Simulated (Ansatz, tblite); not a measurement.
# The cluster Al₅N₅: spin-state energies by level

Is the singlet the ground state of the cluster Al₅N₅? Other spin states are computed and compared level by level.

Program: Ansatz 0.2.0, Gaussian basis. Level of theory: as each input shows. These are calculated values, not measurements.

The runs, in order: triplet, at the geometry of the singlet (GFN1-xTB, GFN2-xTB, PBE0-D4/def2-TZVP, PBE-D4/def2-TZVP, r2SCAN-D4/def2-TZVP); the singlet's energies come from earlier runs.

3 further runs of the same task are left out: 1 that didn't finish, 2 set aside as unsound or not needed.

### 1 The structure

The geometry is that of the singlet, from an earlier relaxation (B3LYP-D4/def2-SVP). At that level it is the lowest of the isomers that a small search found.

10 atoms, charge 0, spin multiplicity 1.

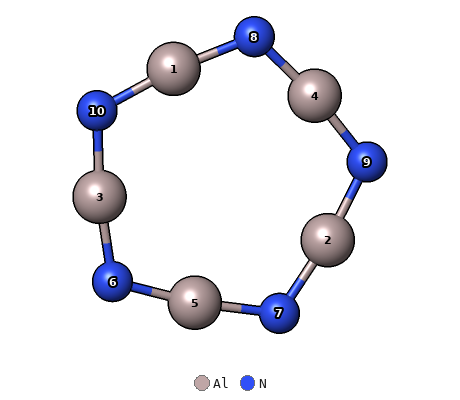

The structure; aluminium light grey, nitrogen blue; atoms are numbered from 1 in the order of the file.

As a file:

```xyz
10
charge 0, multiplicity 1
Al    2.4611   -0.1135   -0.0187
Al   -2.0579   -1.3549    0.0095
Al    0.8686    2.3057    0.0044
Al    0.6525   -2.3758   -0.0162
Al   -1.9243    1.5385    0.0211
N    -0.7722    2.8115    0.0178
N    -2.9124    0.1343    0.0226
N     2.2772   -1.8206   -0.0264
N    -1.0279   -2.7286   -0.0046
N     2.4353    1.6033   -0.0095
```

### 2 Triplet at the fixed geometry, GFN1-xTB

Tight binding, by tblite at 300 K electronic temperature and without a spin-polarisation term:

```python
tblite.interface.Calculator('GFN1-xTB', numbers, positions, charge=0, uhf=2).singlepoint()
```

Energy -602.7703 eV; 0.014 s.

### 3 Triplet at the fixed geometry, GFN2-xTB

Tight binding, by tblite at 300 K electronic temperature and without a spin-polarisation term:

```python
tblite.interface.Calculator('GFN2-xTB', numbers, positions, charge=0, uhf=2).singlepoint()
```

Energy -542.2579 eV; 0.017 s.

### 4 Triplet at the fixed geometry, PBE0-D4/def2-TZVP

The input, in.yaml:

```yaml
crystal:
  periodic: [false, false, false]
  atoms:
    - {symbol: Al, position_ang: [2.461132, -0.113469, -0.018721]}
    - {symbol: Al, position_ang: [-2.057893, -1.354904, 0.009455]}
    - {symbol: Al, position_ang: [0.868588, 2.305685, 0.004388]}
    - {symbol: Al, position_ang: [0.652458, -2.375815, -0.016154]}
    - {symbol: Al, position_ang: [-1.924344, 1.538516, 0.021115]}
    - {symbol: N, position_ang: [-0.772153, 2.811502, 0.017797]}
    - {symbol: N, position_ang: [-2.912381, 0.134299, 0.022579]}
    - {symbol: N, position_ang: [2.277156, -1.820553, -0.026384]}
    - {symbol: N, position_ang: [-1.027870, -2.728554, -0.004593]}
    - {symbol: N, position_ang: [2.435288, 1.603303, -0.009482]}
basis:
  gaussian: {orbitals: def2-TZVP}
magnetization: {spin_polarized: true, initial_magnetization: 2}
hamiltonian: {xc: pbe0, dispersion: d4}
scf: {omitted_lower_state_checks: [starts]}
output: {orbitals: {seedname: orbitals}}
```

Run with:

```
$ ansatz run in.yaml --threads 4 --pin off --events-out ev --progress --plain --max-ram 4787MiB
```

Log:

```text
Functional definition: PBE0
  name "PBE0"
  cite "Adamo & Barone, J. Chem. Phys. 110, 6158 (1999) doi:10.1063/1.478522"
  cite "Perdew, Burke & Ernzerhof, Phys. Rev. Lett. 77, 3865 (1996) doi:10.1103/PhysRevLett.77.3865"
  parent pbe
  parameter a = 0.25
  parameter kappa = 0.804
  parameter beta = 0.06672455060314922
  exchange = (1 - a)*pbe_x(kappa = kappa, mu = beta*pi^2/3) + a*exact_x
  correlation = pbe_c(beta = beta)
these checks for a lower state are left out or cut short: starts
2170 factors; their error is unknown
the host lacks memory for fits, so the integrals are decomposed
2125 factors; integrals over basis functions are off by at most 9.1e-4 eV
mean field evaluation 1: about -40365.1680 eV, gradient 1.1e2 eV
mean field evaluation 2: about -40171.7135 eV, gradient 1.9e2 eV
mean field evaluation 4: about -40394.2409 eV, gradient 6.0e1 eV
mean field evaluation 8: about -40413.7937 eV, gradient 4.2e0 eV
mean field evaluation 16: about -40414.1612 eV, gradient 3.7e-1 eV
mean field evaluation 32: about -40414.1639 eV, gradient 1.1e-2 eV
mean field -40414.16398148 eV, -1485.1931326152 hartree, gradient 3.4e-6 eV, S^2 2.024767; 0 other end points of the search recorded, 0 dependent functions left out
reference -40414.16401979 eV, -1485.1931340231 hartree; 51, 49 occupied and 289, 291 virtual orbitals, 2125 factors
Total energy: -40414.56420896 eV, -1485.2078407036 hartree
Checks for a lower state left out: starts
```

Run time: 63 s. Hardware: 4 threads of Arm Neoverse V2, shared host; peak memory 2 GiB.

HOMO -4.59 eV, LUMO -5.71 eV (over both spins; with the spin held, an empty level of the minority spin lies below the top filled one); ⟨S²⟩ 2.025 (pure: 2.00).

### 5 Triplet at the fixed geometry, PBE-D4/def2-TZVP

start.molden holds the orbitals of an earlier run on this state, given as this run's starting guess.

in.yaml: that of step 4 with these lines changed.

```diff
@@ -14,5 +14,5 @@
 basis:
-  gaussian: {orbitals: def2-TZVP}
+  gaussian: {orbitals: def2-TZVP, initial_orbitals: start.molden}
 magnetization: {spin_polarized: true, initial_magnetization: 2}
-hamiltonian: {xc: pbe0, dispersion: d4}
+hamiltonian: {xc: pbe, dispersion: d4}
 scf: {omitted_lower_state_checks: [starts]}
```

Launched as before.

Log:

```text
Functional definition: PBE
  name "PBE"
  cite "Perdew, Burke & Ernzerhof, Phys. Rev. Lett. 77, 3865 (1996) doi:10.1103/PhysRevLett.77.3865"
  parent pbe
  parameter kappa = 0.804
  parameter beta = 0.06672455060314922
  exchange = pbe_x(kappa = kappa, mu = beta*pi^2/3)
  correlation = pbe_c(beta = beta)
these checks for a lower state are left out or cut short: starts
2070 factors; their error is unknown
mean field evaluation 1: about -40412.0761 eV, gradient 1.2e1 eV
mean field evaluation 2: about -40412.4397 eV, gradient 7.1e-1 eV
mean field evaluation 4: about -40412.5032 eV, gradient 6.3e-3 eV
mean field evaluation 8: about -40412.4949 eV, gradient 2.5e-5 eV
mean field evaluation 16: about -40412.4949 eV, gradient 6.5e-6 eV
mean field -40412.49486094 eV, -1485.1317935666 hartree, gradient 6.5e-6 eV, S^2 2.004937; 0 other end points of the search recorded, 0 dependent functions left out
reference -40412.49491116 eV, -1485.1317954121 hartree; 51, 49 occupied and 289, 291 virtual orbitals, 2070 factors
Total energy: -40412.94675561 eV, -1485.1484003897 hartree
Checks for a lower state left out: starts
```

It took 35 s on 4 threads of Arm Neoverse V2, shared host; peak memory 1.7 GiB.

HOMO -4.09 eV, LUMO -6.15 eV (over both spins; with the spin held, an empty level of the minority spin lies below the top filled one); ⟨S²⟩ 2.005 (pure: 2.00).

### 6 Triplet at the fixed geometry, r2SCAN-D4/def2-TZVP

in.yaml: that of step 5 with these lines changed.

```diff
@@ -16,3 +16,3 @@
 magnetization: {spin_polarized: true, initial_magnetization: 2}
-hamiltonian: {xc: pbe, dispersion: d4}
+hamiltonian: {xc: r2scan, dispersion: d4}
 scf: {omitted_lower_state_checks: [starts]}
```

Same command.

Log (excerpt; [...] marks lines left out):

```text
Functional definition: r2SCAN
  name "r2SCAN"
  cite "Furness, Kaplan, Ning, Perdew & Sun, J. Phys. Chem. Lett. 11, 8208 (2020) doi:10.1021/acs.jpclett.0c02405"
  cite "Furness, Kaplan, Ning, Perdew & Sun, J. Phys. Chem. Lett. 11, 9248 (2020) doi:10.1021/acs.jpclett.0c03077"
  parent r2scan
[...]
2070 factors; their error is unknown
[...]
mean field -40431.64610341 eV, -1485.8355887461 hartree, gradient 3.9e-6 eV, S^2 2.014732; 0 other end points of the search recorded, 0 dependent functions left out
reference -40431.64612717 eV, -1485.8355896193 hartree; 51, 49 occupied and 289, 291 virtual orbitals, 2070 factors
Total energy: -40431.76303991 eV, -1485.8398860834 hartree
Checks for a lower state left out: starts
```

Wall time 94 s (4 threads of Arm Neoverse V2, shared host); peak memory 1.8 GiB.

Report: HOMO -4.08 eV, LUMO -6.19 eV (over both spins; with the spin held, an empty level of the minority spin lies below the top filled one); ⟨S²⟩ 2.015 (pure: 2.00).

### 7 Triplet less singlet, vertical

The singlet's energies are those of its earlier runs, whose logs aren't repeated here.

```
              level  triplet less singlet, vertical (kJ/mol)     time
           GFN1-xTB                                   +236.6  0.025 s
           GFN2-xTB                                   +159.8  0.031 s
   PBE-D4/def2-TZVP                                   +207.0     41 s
r2SCAN-D4/def2-TZVP                                   +232.2  1.8 min
  PBE0-D4/def2-TZVP                                   +258.9     77 s
```

Times add the two runs; a level without a time comes out of a correlated run. Tight binding without a spin term can't rank spin states.

### 8 What came out

| quantity | value |
| --- | --- |
| triplet less singlet, vertical, functionals in def2-TZVP | +207.0 (PBE-D4) to +258.9 kJ/mol (PBE0-D4) |

All functionals put the triplet above the singlet, over a spread of 51.9 kJ/mol. The checks for a lower triplet were left out, so another state of that spin may lie lower. These are electronic energies, without zero-point motion, entropy or surroundings.
